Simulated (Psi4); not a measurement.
# quartet CF at 6 levels

Wanted: a comparison of 6 runs (UHF/STO-3G, UHF/3-21G, U-wB97X-V/cc-pVTZ, UHSE06/cc-pVTZ, UTPSSh/cc-pVTZ, UMP3/cc-pVTZ) of quartet CF. 

Program for the calculation: Psi4 1.11.

### 1 Starting point

CF has 2 atoms, charge 0, and is taken as a quartet. SMILES of the parent species: `[C]F`. Geometry: relaxed at PBE0-D4/def2-TZVP. That shape belongs to the parent species and isn't relaxed for this state.

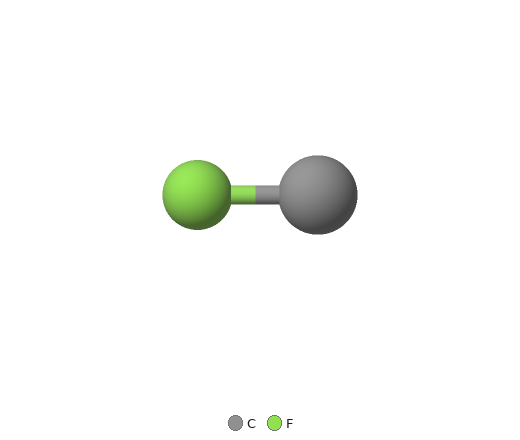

The structure, seen from a chosen angle (carbon grey, fluorine green).

### 2 The energy at UHF/STO-3G (run 1)

The input, job.json:

```json
{
  "schema_name": "qcschema_input",
  "schema_version": 1,
  "molecule": {
    "schema_name": "qcschema_molecule",
    "schema_version": 2,
    "symbols": ["C", "F"],
    "geometry": [0.0, 0.0, 0.00582036, 0.0, 0.0, 2.40244662],
    "molecular_charge": 0,
    "molecular_multiplicity": 4,
    "fix_symmetry": "c1",
    "fix_com": true,
    "fix_orientation": true
  },
  "driver": "energy",
  "model": {
    "method": "hf",
    "basis": "STO-3G"
  },
  "keywords": {
    "reference": "uhf",
    "puream": true,
    "e_convergence": 1e-09,
    "d_convergence": 1e-08,
    "scf_type": "pk",
    "maxiter": 100
  }
}
```

Run with:

```
psi4 --qcschema job.json -n 1 --memory 1600MB
```

stdout:

```text
[...]
  Running in c1 symmetry.
[...]
  Nuclear repulsion =   22.531673336500951
[...]
  Multiplicity = 4
[...]
  Nalpha       = 9
  Nbeta        = 6
[...]
    Number of basis functions: 10
[...]
   @UHF iter   1:  -135.21023896548570   -9.91597e-01   1.28469e-02 ADIIS/DIIS
[...]
   @UHF iter  11:  -135.22684669587358    0.00000e+00   1.40336e-09 DIIS
[...]
   @S^2 Observed:                3.751483585E+00
[...]
  @UHF Final Energy:  -135.22684669587358
   => Energetics <=
    Nuclear Repulsion Energy =             22.5316733365009512
    One-Electron Energy =                -233.5912508540935733
    Two-Electron Energy =                  75.8327308217190534
    Total Energy =                       -135.2268466958735758
  UHF NO Occupations:
  HONO-2 :    7  A 1.0000000
  HONO-1 :    8  A 1.0000000
[...]
 Multipole Moments:
 ------------------------------------------------------------------------------------
     Multipole            Electronic (a.u.)      Nuclear  (a.u.)        Total (a.u.)
 ------------------------------------------------------------------------------------
 L = 1.  Multiply by 2.5417464519 to convert [e a0] to [Debye]
 Dipole X            :         -0.0000000            0.0000000           -0.0000000
 Dipole Y            :         -0.0000000            0.0000000           -0.0000000
 Dipole Z            :        -22.0013072           21.6569417           -0.3443655
 Magnitude           :                                                    0.3443655
[...]
```

The result, in JSON:

```text
{
 "driver": "energy",
 "model": {
  "method": "hf",
  "basis": "STO-3G"
 },
 "success": true,
 "return_result": -135.22684669587358,
 "properties": {
  "calcinfo_nbasis": 10,
  "calcinfo_nmo": 10,
  "calcinfo_nalpha": 9,
  "calcinfo_nbeta": 6,
  "calcinfo_natom": 2,
  "nuclear_repulsion_energy": 22.53167333650095,
  "return_energy": -135.22684669587358,
  "scf_one_electron_energy": -233.59125085409357,
  "scf_two_electron_energy": 75.83273082171905,
  "scf_dipole_moment": [-6.893634315738647e-16, -3.326734760688156e-17, -0.3443655053360324],
  "scf_total_energy": -135.22684669587358,
  "scf_iterations": 11
 }
}
```

Run time: 1.4 s. Hardware: 1 thread of AMD EPYC 9B14 (Zen 4), shared host; peak memory 0.18 GiB.

### 3 Energy and gradient at UHF/3-21G (run 2)

The input, calc.py:

```python
import psi4

psi4.set_memory(1600000000)
psi4.set_num_threads(1)
psi4.core.set_output_file('run.log', False)

geom = psi4.geometry("""
0 4
C      0.00000000     0.00000000     0.00582036
F      0.00000000     0.00000000     2.40244662
units au
symmetry c1
no_reorient
no_com
""")

options = {'basis': '3-21G', 'reference': 'uhf', 'puream': True, 'e_convergence': 1e-09, 'd_convergence': 1e-08, 'scf_type': 'pk', 'maxiter': 100}
psi4.set_options(options)

E = psi4.gradient("scf")
print('gradient / Eh bohr^-1')
print(E.np.round(6))
```

Run with:

```
python calc.py
```

run.log:

```text
[...]
  Running in c1 symmetry.
[...]
  Nuclear repulsion =   22.531673336500951
[...]
  Multiplicity = 4
[...]
  Nalpha       = 9
  Nbeta        = 6
[...]
    Number of basis functions: 18
[...]
   @UHF iter   1:  -136.30699427406407   -5.71817e-01   1.22808e-02 ADIIS/DIIS
[...]
   @UHF iter  12:  -136.34074294048810   -5.68434e-14   1.63625e-09 DIIS
[...]
   @S^2 Observed:                3.754145750E+00
[...]
  @UHF Final Energy:  -136.34074294048810
   => Energetics <=
    Nuclear Repulsion Energy =             22.5316733365009512
    One-Electron Energy =                -233.4432840395806750
    Two-Electron Energy =                  74.5708677625916465
    Total Energy =                       -136.3407429404880986
  UHF NO Occupations:
  HONO-2 :    7  A 1.0000000
  HONO-1 :    8  A 1.0000000
[...]
 Multipole Moments:
 ------------------------------------------------------------------------------------
     Multipole            Electronic (a.u.)      Nuclear  (a.u.)        Total (a.u.)
 ------------------------------------------------------------------------------------
 L = 1.  Multiply by 2.5417464519 to convert [e a0] to [Debye]
 Dipole X            :          0.0000000            0.0000000            0.0000000
 Dipole Y            :         -0.0000000            0.0000000           -0.0000000
 Dipole Z            :        -22.1873987           21.6569417           -0.5304570
 Magnitude           :                                                    0.5304570
[...]
  -Total Gradient:
     Atom            X                  Y                   Z
    ------   -----------------  -----------------  -----------------
       1       -0.000000000000     0.000000000000     0.104535135368
       2        0.000000000000    -0.000000000000    -0.104535135367
[...]
```

The script printed:

```text
gradient / Eh bohr^-1
[[-0.        0.        0.104535]
 [ 0.       -0.       -0.104535]]
```

Wall time 1.6 s (1 thread of AMD EPYC 9B14 (Zen 4), shared host); peak memory 0.18 GiB.

Run 3 isn't shown in full; the table further down has it.

### 4 A single-point energy at UHSE06/cc-pVTZ (run 4)

The input, cf.xyz:

```xyz
2
CF
C      0.000000     0.000000     0.003080
F      0.000000     0.000000     1.271320
```

The input, calc.py:

```python
import psi4

psi4.set_memory('1600 MB')
psi4.set_num_threads(1)
psi4.core.set_output_file('cf.out', False)

with open('cf.xyz') as f:
    atoms = ''.join(f.readlines()[2:])
molecule = psi4.geometry('0 4\n' + atoms + 'symmetry c1\nno_reorient\nno_com')

psi4.set_options({
    'basis': 'cc-pVTZ',
    'reference': 'uks',
    'puream': True,
    'e_convergence': 1e-09,
    'd_convergence': 1e-08,
    'scf_type': 'pk',
    'dft_radial_points': 99,
    'dft_spherical_points': 590,
    'maxiter': 100,
})

energy_value, wavefunction = psi4.energy('hse06', return_wfn=True)
print(f'total energy {energy_value:.8f} hartree = {energy_value * 27.211386:.5f} eV')
```

Run with:

```
python calc.py
```

cf.out:

```text
[...]
  Running in c1 symmetry.
[...]
  Nuclear repulsion =   22.531673323803066
[...]
  Multiplicity = 4
[...]
  Nalpha       = 9
  Nbeta        = 6
[...]
    Number of basis functions: 60
[...]
   @UKS iter   1:  -137.55972474124260   -2.23293e-01   2.93940e-03 DIIS/ADIIS
[...]
   @UKS iter  10:  -137.57679816296530   -1.33582e-12   2.43856e-09 DIIS
[...]
   @S^2 Observed:                3.753015105E+00
[...]
  @UKS Final Energy:  -137.57679816296530
   => Energetics <=
    Nuclear Repulsion Energy =             22.5316733238030658
    One-Electron Energy =                -234.2816772585308627
    Two-Electron Energy =                  86.2944707485859368
    DFT Exchange-Correlation Energy =     -12.1212649768234275
    Empirical Dispersion Energy =           0.0000000000000000
    VV10 Nonlocal Energy =                  0.0000000000000000
    Total Energy =                       -137.5767981629653036
[...]
 Multipole Moments:
 ------------------------------------------------------------------------------------
     Multipole            Electronic (a.u.)      Nuclear  (a.u.)        Total (a.u.)
 ------------------------------------------------------------------------------------
 L = 1.  Multiply by 2.5417464519 to convert [e a0] to [Debye]
 Dipole X            :          0.0000000            0.0000000            0.0000000
 Dipole Y            :         -0.0000000            0.0000000           -0.0000000
 Dipole Z            :        -21.8472212           21.6569417           -0.1902795
 Magnitude           :                                                    0.1902795
[...]
```

The script printed:

```text
total energy -137.57679816 hartree = -3743.65536 eV
```

It took 9.6 s on 1 thread of AMD EPYC 9B14 (Zen 4), shared host; peak memory 0.46 GiB.

Run 5 isn't shown in full; the table further down has it.

### 5 A single-point energy at UMP3/cc-pVTZ (run 6)

The input, cf.in:

```
memory 1600 MB

molecule {
  0 4
  C
  F 1 1.26824
  units angstrom
  symmetry c1
}

set basis cc-pVTZ
set reference uhf
set puream true
set e_convergence 1e-09
set d_convergence 1e-08
set scf_type pk
set num_frozen_docc 2
set maxiter 100
set mp_type conv

energy('mp3')
```

Run with:

```
psi4 -i cf.in -o cf.out -n 1
```

cf.out:

```text
[...]
  Running in c1 symmetry.
[...]
  Nuclear repulsion =   22.531673323803066
[...]
  Multiplicity = 4
[...]
  Nalpha       = 9
  Nbeta        = 6
[...]
    Number of basis functions: 60
[...]
   @UHF iter   1:  -137.09300837804020   -5.94738e-01   4.22364e-03 DIIS/ADIIS
[...]
   @UHF iter  12:  -137.14089122272946   -1.44951e-12   6.05642e-09 DIIS
[...]
   @S^2 Observed:                3.755958545E+00
[...]
  @UHF Final Energy:  -137.14089122272946
   => Energetics <=
    Nuclear Repulsion Energy =             22.5316733238030658
    One-Electron Energy =                -234.3944658565054340
    Two-Electron Energy =                  74.7219013099729068
    Total Energy =                       -137.1408912227294650
  UHF NO Occupations:
  HONO-2 :    7  A 1.0000000
  HONO-1 :    8  A 1.0000000
[...]
 Multipole Moments:
 ------------------------------------------------------------------------------------
     Multipole            Electronic (a.u.)      Nuclear  (a.u.)        Total (a.u.)
 ------------------------------------------------------------------------------------
 L = 1.  Multiply by 2.5417464519 to convert [e a0] to [Debye]
 Dipole X            :         -0.0000000            0.0000000           -0.0000000
 Dipole Y            :         -0.0000000            0.0000000           -0.0000000
 Dipole Z            :          0.1013639           -0.4631463           -0.3617824
 Magnitude           :                                                    0.3617824
[...]
	SCS-MP2 Total Energy (a.u.)        :  -137.43546302685590
	SOS-MP2 Total Energy (a.u.)        :  -137.42626377215745
[...]
	SOS-PI-MP2 Total Energy (a.u.)     :  -137.44821550672884
[...]
	MP2 Total Energy (a.u.)            :  -137.45386153625279
[...]
	SCS-MP3 Total Energy (a.u.)        :  -137.43648041868860
[...]
	MP3 Total Energy (a.u.)            :  -137.45793110358363
[...]
```

It took 4.5 s on 1 thread of AMD EPYC 9B14 (Zen 4), shared host; peak memory 0.37 GiB.

### 6 All runs side by side

| run | level | task | integration grid | energy (Eh) | dipole moment (D) | HOMO energy (eV) | LUMO energy (eV) | wall time |
| --- | --- | --- | --- | --- | --- | --- | --- | --- |
| 1 | UHF/STO-3G | energy | – | -135.226847 | 0.88 | -8.16 | 5.00 | 1.4 s |
| 2 | UHF/3-21G | gradient | – | -136.340743 | 1.35 | -11.26 | 0.49 | 1.6 s |
| 3 | U-wB97X-V/cc-pVTZ | energy | 99 radial × 590 angular | -137.644683 | 0.43 | -9.12 | -3.44 | 12 s |
| 4 | UHSE06/cc-pVTZ | energy | 99 radial × 590 angular | -137.576798 | 0.48 | -6.33 | -5.71 | 9.6 s |
| 5 | UTPSSh/cc-pVTZ | energy | 99 radial × 590 angular | -137.703601 | 0.39 | -5.81 | – | 11 s |
| 6 | UMP3/cc-pVTZ | energy | – | -137.457931 | – | -11.51 | 0.10 | 4.5 s |

### 7 Summary of results

| quantity | value |
| --- | --- |
| run 6: total energy | -137.45793 Eh |
| run 6: HOMO energy (Hartree–Fock orbitals) (highest over α and β) | -11.51 eV |
| run 6: LUMO energy (Hartree–Fock orbitals) (lowest over α and β) | 0.10 eV |
| run 6: correlation energy (2 core orbitals frozen) | -317.0 mEh |
| run 6: ⟨S²⟩ of the reference determinant | 3.756 |

Over runs 1, 2, 3, 4, 5 the dipole moment (its size) runs from 0.39 D (UTPSSh/cc-pVTZ) to 1.35 D (UHF/3-21G). The two ends differ in method and basis. Totals of different functionals can't be ranked against each other. In run 1 the basis is minimal, so the values are rough. All runs together took 40 s, the longest 12 s.
